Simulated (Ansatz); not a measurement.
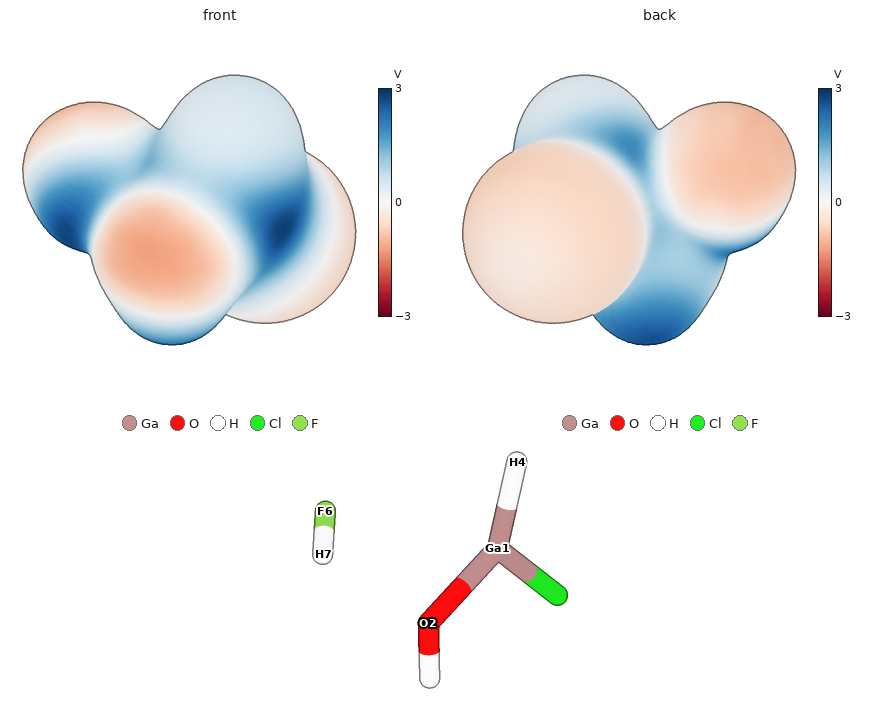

ClGaH$_{2}$O···HF. The molecular electrostatic potential painted on the density surface at 0.002 e/bohr³, seen from the front and from behind; the colour scale runs from red (negative) to blue (positive). The bare structure is drawn below in the same view.

Theory: RKS PBE0-D4/def2-SVP in Ansatz.

Input

```
crystal:
  periodic: [false, false, false]
  atoms:
    - { symbol: Ga, position_ang: [0.0, 0.0, 0.0] }
    - { symbol: O, position_ang: [0.0, 0.0, 2.14] }
    - { symbol: H, position_ang: [-0.9095, -0.2814, 2.4771] }
    - { symbol: H, position_ang: [1.3596, 0.0, -0.785] }
    - { symbol: Cl, position_ang: [-1.9398, 0.0, -1.12] }
    - { symbol: F, position_ang: [0.0896, 1.8959, 0.6306] }
    - { symbol: H, position_ang: [0.0595, 1.2585, 1.7126] }
basis:
  gaussian: { orbitals: def2-SVP }
hamiltonian:
  xc: pbe0
  dispersion: d4
relax:
  f_tol: 0.15
  max_steps: 25
  restrain:
    - { distance: [0, 5], at: 2.9, k: 30.0 }
    - { distance: [6, 1], at: 2.21, k: 30.0 }
    - { distance: [0, 1], at: 1.79, k: 30.0 }
    - { distance: [6, 5], at: 0.92, k: 30.0 }
output:
  orbitals: {}
```

Run with:

```sh
ansatz run input.yaml --threads 2 --pin off --max-ram 3072MiB --backend cpu --events-out ev --progress --plain --runs-dir out
```

The fields are those of the run's last geometry, not of the input's.

**Describe the electrostatic potential map.**

The most negative region (about −1.2 V, or −28 kcal/mol for a unit charge) lies over O2, the most positive (about +2.7 V, or +62 kcal/mol for a unit charge) over Ga1 and H7. O2 is the likeliest acceptor of a hydrogen bond.
